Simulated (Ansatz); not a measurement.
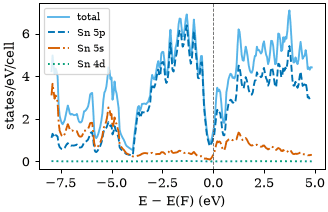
Total and projected density of states of Sn in space group R-3 (No. 148; Sn on 18f, Sn on 6c), PBEsol in the plane-wave PAW code Ansatz

Q: Which orbitals carry the states next to the Fermi level?

A: Within 0.5 eV of the Fermi level: Sn 5p 78 %, Sn 5s 20 %. Projections are on Löwdin-orthogonalised atomic valence shells; empty p or d shells of many metals are not among them.

Q: Where is the tallest occupied peak in this window, and what makes it?

A: Near -1.3 eV, about 6.9 states/eV per cell; the largest projected share is Sn 5p.

The start of the workflow was typed in or built on a structure type; neither database checked (COD, Materials Project) lists it. It is not the phase usual at ambient conditions (space group No. 141). The PBEsol relaxation kept the symmetry of its start; whether a distortion lowers the energy is not shown. The volume moved by -18 % from the start of the relaxation. Scalar-relativistic: spin–orbit coupling is off unless named, which matters more the heavier the elements.

Potentials: the earlier of the program's two PAW sets. The files were generated under PBE; for other functionals the program regenerates the frozen cores, and for LDA and PBEsol the local potential too.
